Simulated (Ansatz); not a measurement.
**Computed energy over volume and axial ratio: PbI2 (CdI2 type)**

PbI$_{2}$ (CdI2 type)

```
PbI2
1.0
    4.55930     0.00000     0.00000
   -2.27965     3.94847     0.00000
    0.00000     0.00000     6.97268
Pb I
1 2
Direct
  0.00000   0.00000   0.00000
  0.33333   0.66667   0.27092
  0.66667   0.33333   0.72908
```

The relaxed cell is deformed in two ways at once: its volume V is scaled, and at that volume it is stretched along z (the c axis of the conventional cell) so that c/a changes. Fractional atomic positions are held.

Calculation: PBE-D3(BJ) (plane waves to 420 eV, PAW, scalar-relativistic; Ansatz, a quantum-chemistry and plane-wave program). k mesh 8×8×5 (Γ-centred), Fermi-Dirac smearing 0.05 eV. E stands for the smeared free energy. Stress and pressure are positive under compression. As the atoms are clamped, bonds stretch with the cell, which overstates energies and stresses. PbI2 was relaxed with its symmetry unable to fall. Spin-orbit coupling is left out, though I and Pb are heavy. The PAW data are Ansatz's earlier set. The zero of ΔE is the relaxed starting cell.

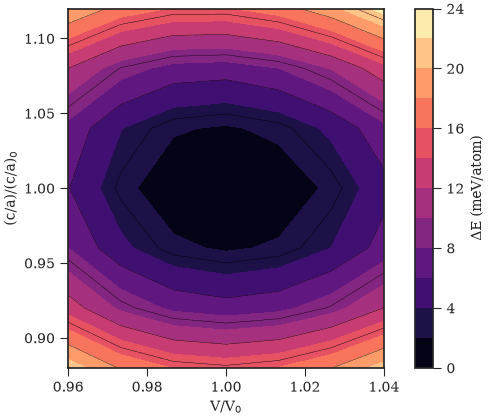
Fig. 1. ΔE (meV/atom) over the 7×7 grid of computed points.

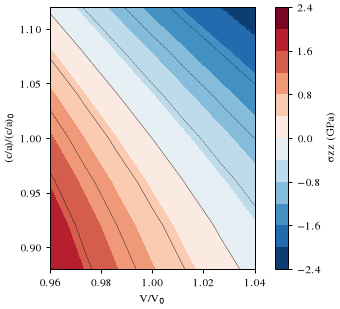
Fig. 1. σzz (GPa) over the 7×7 grid of computed points.

The modulus against c/a change at fixed volume, (3/4V)·∂²E/∂(ln c/a)² (fit, atoms clamped) comes out as 6.2 GPa, an upper bound as the atoms could relax. Highest place on the grid: V/V₀ = 1.040, (c/a)/(c/a)₀ = 1.120 (22.8 meV/atom). Lowest place on the grid: V/V₀ = 1.000, (c/a)/(c/a)₀ = 1.000 (0.0 meV/atom).

Near the relaxed cell σzz − σxx = −2Cδ (compression positive), C being this modulus and δ the logarithm of the ratio.

(Under strain, the slope of the energy per volume gives the stress and its curvature an elastic modulus.)
